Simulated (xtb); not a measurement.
## Geometry relaxation of C₂H₂ClOSi (part 2 of 3)

Continued. System: C₂H₂ClOSi, multiplicity 2, SMILES [C]#C[SiH](O)Cl. Method: GFN2-xTB, ALPB solvent ethanol (xtb 6.7.1). The geometry comes from this level: GFN2-xTB.

Geometry of the input (Å):
```
C  0.5688  -2.1335  1.5306
C  0.3384  -1.0852  0.9962
Si -0.0032  0.5186  0.0962
O  -1.0803  0.3070  -1.0885
Cl 1.7804  1.1351  -0.6244
H  -0.6605  1.4771  0.9626
H  -0.9437  -0.2191  -1.8728
```

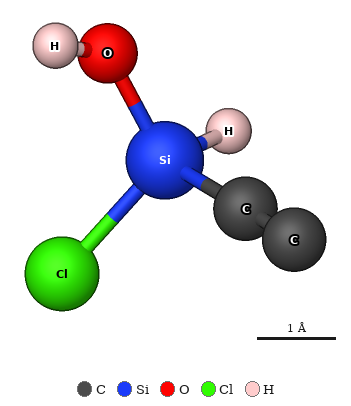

The starting structure (ball-and-stick view, seen at a tilt).

Log, continued
```
 iter      E             dE          RMSdq      gap      omega  full diag
   1    -15.7401737 -0.157402E+02  0.215E-01    4.29       0.0  T
   2    -15.7401762 -0.246283E-05  0.136E-01    4.29       1.0  T
   3    -15.7401292  0.469633E-04  0.798E-02    4.30       1.0  T
   4    -15.7401770 -0.478459E-04  0.265E-02    4.29       1.4  T
   5    -15.7401791 -0.200784E-05  0.151E-02    4.29       2.5  T
   6    -15.7401791 -0.865832E-07  0.119E-02    4.29       3.2  T
   7    -15.7401793 -0.162390E-06  0.542E-03    4.29       7.0  T
   8    -15.7401794 -0.625781E-07  0.275E-03    4.29      13.7  T
   9    -15.7401794 -0.276523E-07  0.106E-03    4.29      35.6  T
  10    -15.7401794 -0.192432E-08  0.689E-04    4.29      54.8  T
  11    -15.7401794 -0.673754E-09  0.255E-04    4.29     148.3  T
     SCC iter.                  ...        0 min,  0.001 sec
     gradient                   ...        0 min,  0.001 sec
 * total energy  :   -15.5658428 Eh     change       -0.8109820E-04 Eh
   gradient norm :     0.0037279 Eh/α   predicted    -0.6521131E-04 ( -19.59%)
   displ. norm   :     0.0174607 α      lambda       -0.3319910E-04
   maximum displ.:     0.0077770 α      in ANC's #6, #1, #10, ...

........................................................................
.............................. CYCLE    4 ..............................
........................................................................

 iter      E             dE          RMSdq      gap      omega  full diag
   1    -15.7404934 -0.157405E+02  0.905E-02    4.30       0.0  T
   2    -15.7404935 -0.840897E-07  0.586E-02    4.29       1.0  T
   3    -15.7404786  0.148632E-04  0.429E-02    4.30       1.0  T
   4    -15.7404939 -0.152657E-04  0.907E-03    4.29       4.2  T
   5    -15.7404941 -0.228905E-06  0.472E-03    4.29       8.0  T
   6    -15.7404941 -0.689763E-08  0.337E-03    4.29      11.2  T
   7    -15.7404941 -0.693379E-08  0.939E-04    4.29      40.2  T
   8    -15.7404941 -0.119416E-08  0.475E-04    4.29      79.6  T
     SCC iter.                  ...        0 min,  0.001 sec
     gradient                   ...        0 min,  0.001 sec
 * total energy  :   -15.5658673 Eh     change       -0.2448647E-04 Eh
   gradient norm :     0.0026163 Eh/α   predicted    -0.1660285E-04 ( -32.20%)
   displ. norm   :     0.0211687 α      lambda       -0.3046446E-04
   maximum displ.:     0.0125339 α      in ANC's #10, #2, #4, ...

........................................................................
.............................. CYCLE    5 ..............................
........................................................................

 iter      E             dE          RMSdq      gap      omega  full diag
   1    -15.7410873 -0.157411E+02  0.659E-02    4.30       0.0  T
   2    -15.7410871  0.163809E-06  0.435E-02    4.30       1.0  T
   3    -15.7410741  0.130289E-04  0.403E-02    4.30       1.0  T
   4    -15.7410876 -0.135027E-04  0.621E-03    4.30       6.1  T
   5    -15.7410877 -0.105241E-06  0.322E-03    4.30      11.7  T
   6    -15.7410877 -0.139516E-08  0.143E-03    4.30      26.5  T
   7    -15.7410877 -0.439209E-08  0.567E-04    4.30      66.7  T
   8    -15.7410877 -0.539432E-09  0.413E-04    4.30      91.6  T
     SCC iter.                  ...        0 min,  0.001 sec
     gradient                   ...        0 min,  0.001 sec
 * total energy  :   -15.5658880 Eh     change       -0.2067770E-04 Eh
   gradient norm :     0.0021298 Eh/α   predicted    -0.1523816E-04 ( -26.31%)
   displ. norm   :     0.0189659 α      lambda       -0.1535551E-04
   maximum displ.:     0.0109378 α      in ANC's #10, #4, #6, ...

........................................................................
.............................. CYCLE    6 ..............................
........................................................................

 iter      E             dE          RMSdq      gap      omega  full diag
   1    -15.7414145 -0.157414E+02  0.309E-02    4.30       0.0  T
   2    -15.7414145 -0.178522E-08  0.197E-02    4.30       1.9  T
   3    -15.7414119  0.264205E-05  0.190E-02    4.30       2.0  T
   4    -15.7414147 -0.279481E-05  0.333E-03    4.30      11.3  T
   5    -15.7414147 -0.125680E-07  0.216E-03    4.30      17.5  T
   6    -15.7414147 -0.646746E-08  0.175E-03    4.30      21.6  T
   7    -15.7414147 -0.475266E-08  0.998E-04    4.30      37.9  T
   8    -15.7414147 -0.167013E-08  0.563E-04    4.30      67.2  T
     SCC iter.                  ...        0 min,  0.001 sec
     gradient                   ...        0 min,  0.001 sec
 * total energy  :   -15.5658987 Eh     change       -0.1075293E-04 Eh
   gradient norm :     0.0015346 Eh/α   predicted    -0.7681498E-05 ( -28.56%)
   displ. norm   :     0.0258169 α      lambda       -0.8030156E-05
   maximum displ.:     0.0165668 α      in ANC's #4, #6, #10, ...

........................................................................
.............................. CYCLE    7 ..............................
........................................................................

 iter      E             dE          RMSdq      gap      omega  full diag
   1    -15.7414616 -0.157415E+02  0.596E-02    4.30       0.0  T
   2    -15.7414619 -0.257931E-06  0.375E-02    4.30       1.0  T
   3    -15.7414606  0.129088E-05  0.144E-02    4.30       2.6  T
   4    -15.7414616 -0.103850E-05  0.738E-03    4.30       5.1  T
   5    -15.7414620 -0.364442E-06  0.312E-03    4.30      12.1  T
   6    -15.7414620 -0.239762E-08  0.162E-03    4.30      23.3  T
   7    -15.7414620 -0.646837E-09  0.944E-04    4.30      40.0  T
   8    -15.7414620 -0.265763E-08  0.503E-04    4.30      75.1  T
     SCC iter.                  ...        0 min,  0.001 sec
     gradient                   ...        0 min,  0.001 sec
 * total energy  :   -15.5659041 Eh     change       -0.5335103E-05 Eh
   gradient norm :     0.0004912 Eh/α   predicted    -0.4015015E-05 ( -24.74%)
   displ. norm   :     0.0048628 α      lambda       -0.7797730E-06
   maximum displ.:     0.0030440 α      in ANC's #2, #10, #3, ...

........................................................................
.............................. CYCLE    8 ..............................
........................................................................

 iter      E             dE          RMSdq      gap      omega  full diag
   1    -15.7413127 -0.157413E+02  0.163E-02    4.29       0.0  T
   2    -15.7413127 -0.219116E-08  0.109E-02    4.30       3.5  T
   3    -15.7413124  0.319770E-06  0.633E-03    4.29       6.0  T
   4    -15.7413127 -0.329399E-06  0.128E-03    4.30      29.6  T
   5    -15.7413127 -0.384131E-08  0.862E-04    4.30      43.9  T
   6    -15.7413127 -0.899155E-09  0.602E-04    4.30      62.8  T
     SCC iter.                  ...        0 min,  0.001 sec
     gradient                   ...        0 min,  0.001 sec
 * total energy  :   -15.5659047 Eh     change       -0.6385281E-06 Eh
   gradient norm :     0.0000910 Eh/α   predicted    -0.3898088E-06 ( -38.95%)
   displ. norm   :     0.0017992 α      lambda       -0.3701001E-07
   maximum displ.:     0.0012230 α      in ANC's #1, #5, #2, ...

   *** GEOMETRY OPTIMIZATION CONVERGED AFTER 8 ITERATIONS ***

------------------------------------------------------------------------
 total energy gain   :        -0.0003334 Eh       -0.2092 kcal/mol
 total RMSD          :         0.0497918 a0        0.0263 Å
 total power (kW/mol):        -0.1094098 (step)  -38.8191 (real)
------------------------------------------------------------------------

 ANCopt (total)                0 d,  0 h,  0 min,  0.023 sec
 optimizer setup                ...        0 min,  0.000 sec (  0.143%)
 model hessian                  ...        0 min,  0.000 sec (  0.574%)
 ANC generation                 ...        0 min,  0.000 sec (  0.196%)
 coordinate transformation      ...        0 min,  0.000 sec (  0.068%)
 single point calculation       ...        0 min,  0.022 sec ( 96.662%)
 optimization log               ...        0 min,  0.000 sec (  0.744%)
 hessian update                 ...        0 min,  0.000 sec (  0.070%)
 rational function              ...        0 min,  0.000 sec (  0.841%)

================
 final structure:
================
$coord
        1.10703282322486       -4.01920714787097        2.92157839698726      c
        0.64293358119620       -2.05299400895293        1.89433970797477      c
       -0.03432931606506        0.96696603499168        0.16722542196013      si
       -2.02839114144320        0.56182088370086       -2.07522410621094      o
        3.39141178167469        2.15765204161424       -1.14118496593830      cl
       -1.22140844345774        2.78432874552911        1.83639949663136      h
       -1.85724928512976       -0.39854765175199       -3.60315284866527      h
$eht charge=0 unpaired=1
$end

 Bond Distances (Angstroems)
 ---------------------------
C1-C2=1.1993         C2-C1=1.1993         C2-Si3=1.8755        Si3-C2=1.8755        Si3-O4=1.6024        Si3-Cl5=2.0403
Si3-H6=1.4490        O4-Si3=1.6024        O4-H7=0.9593         Cl5-Si3=2.0403       H6-Si3=1.4490        H7-O4=0.9593
 C  C  Rav=1.1993 sigma=0.0000  Rmin=1.1993  Rmax=1.1993     1
 O  H  Rav=0.9593 sigma=0.0000  Rmin=0.9593  Rmax=0.9593     1
 Si H  Rav=1.4490 sigma=0.0000  Rmin=1.4490  Rmax=1.4490     1
 Si C  Rav=1.8755 sigma=0.0000  Rmin=1.8755  Rmax=1.8755     1
 Si O  Rav=1.6024 sigma=0.0000  Rmin=1.6024  Rmax=1.6024     1
 Cl Si Rav=2.0403 sigma=0.0000  Rmin=2.0403  Rmax=2.0403     1

 selected bond angles (degree)
 --------------------
Si3-C2-C1=177.72               O4-Si3-C2=111.88               Cl5-Si3-C2=104.99              Cl5-Si3-O4=112.03
H6-Si3-C2=110.57               H6-Si3-O4=104.76               H6-Si3-Cl5=112.77              H7-O4-Si3=129.26

 selected dihedral angles (degree)
 ---------------------------------
O4-Si3-C2-C1= 60.88           Cl5-Si3-C2-C1=299.14          H6-Si3-C2-C1=177.24           H7-O4-Si3-C2=294.21
H7-O4-Si3-Cl5= 51.81          H7-O4-Si3-H6=174.39
           -------------------------------------------------
          |                Final Singlepoint                |
           -------------------------------------------------

          ...................................................
          :                      SETUP                      :
          :.................................................:
          :  # basis functions                  34          :
          :  # atomic orbitals                  32          :
          :  # shells                           14          :
          :  # electrons                        27          :
          :  max. iterations                   250          :
          :  Hamiltonian                  GFN2-xTB          :
          :  restarted?                      false          :
          :  GBSA solvation                   true          :
          :  PC potential                    false          :
          :  electronic temp.          300.0000000     K    :
          :  accuracy                    1.0000000          :
          :  -> integral cutoff          0.2500000E+02      :
          :  -> integral neglect         0.1000000E-07      :
          :  -> SCF convergence          0.1000000E-05 Eh   :
          :  -> wf. convergence          0.1000000E-03 e    :
          :  Broyden damping             0.4000000          :
          :  net charge                          0          :
          :  unpaired electrons                  1          :
          ...................................................

 iter      E             dE          RMSdq      gap      omega  full diag
   1    -15.7413127 -0.157413E+02  0.293E-04    4.30       0.0  T
   2    -15.7413127 -0.618421E-10  0.272E-04    4.30     138.9  T
   3    -15.7413127  0.564171E-11  0.249E-04    4.30     152.0  T

   *** convergence criteria satisfied after 3 iterations ***

         #    Occupation            Energy/Eh            Energy/eV
      -------------------------------------------------------------
         1        2.0000           -1.0606556             -28.8619
       ...           ...                  ...                  ...
         8        2.0000           -0.4675854             -12.7236
         9        2.0000           -0.4597671             -12.5109
        10        2.0000           -0.4408653             -11.9966
        11        2.0000           -0.4383672             -11.9286
        12        2.0000           -0.4259587             -11.5909
        13        2.0000           -0.4237835             -11.5317
        14        1.0000           -0.3753142             -10.2128 (HOMO)
        15                         -0.2174721              -5.9177 (LUMO)
        16                         -0.2095934              -5.7033
        17                         -0.1563429              -4.2543
        18                         -0.1320993              -3.5946
        19                         -0.0929457              -2.5292
       ...                                ...                  ...
        32                          1.1588250              31.5332
      -------------------------------------------------------------
                  HL-Gap            0.1578421 Eh            4.2951 eV
             Fermi-level           -0.3479481 Eh           -9.4681 eV

 SCC (total)                   0 d,  0 h,  0 min,  0.002 sec
 SCC setup                      ...        0 min,  0.000 sec (  3.381%)
 Dispersion                     ...        0 min,  0.000 sec (  0.457%)
 classical contributions        ...        0 min,  0.000 sec (  0.162%)
 integral evaluation            ...        0 min,  0.001 sec ( 26.742%)
 iterations                     ...        0 min,  0.000 sec ( 18.569%)
 molecular gradient             ...        0 min,  0.001 sec ( 48.238%)
 printout                       ...        0 min,  0.000 sec (  2.239%)

         :::::::::::::::::::::::::::::::::::::::::::::::::::::
         ::                     SUMMARY                     ::
         :::::::::::::::::::::::::::::::::::::::::::::::::::::
         :: total energy             -15.565904693956 Eh    ::
         :: total w/o Gsasa/hb       -15.556144993712 Eh    ::
         :: gradient norm              0.000105693481 Eh/a0 ::
         :: HOMO-LUMO gap              4.295103364032 eV    ::
         ::.................................................::
         :: SCC energy               -15.741308308714 Eh    ::
         :: -> isotropic ES            0.048264665723 Eh    ::
         :: -> anisotropic ES         -0.000096107048 Eh    ::
         :: -> anisotropic XC          0.003235546543 Eh    ::
         :: -> dispersion             -0.004883218454 Eh    ::
         :: -> Gsolv                  -0.014770497862 Eh    ::
         ::    -> Gelec               -0.005010797618 Eh    ::
         ::    -> Gsasa               -0.008413515865 Eh    ::
         ::    -> Ghb                 -0.004757448013 Eh    ::
         ::    -> Gshift               0.003411263635 Eh    ::
         :: repulsion energy           0.175403614758 Eh    ::
         :: add. restraining           0.000000000000 Eh    ::
         :: total charge               0.000000000001 e     ::
         :::::::::::::::::::::::::::::::::::::::::::::::::::::

           -------------------------------------------------
          |                Numerical Hessian                |
           -------------------------------------------------
step length          :   0.00500
SCC accuracy         :   0.30000
Hessian scale factor :   1.00000
frozen atoms in %    :   0.00000    0
RMS gradient         :   0.00011
estimated CPU  time      0.00 min
```
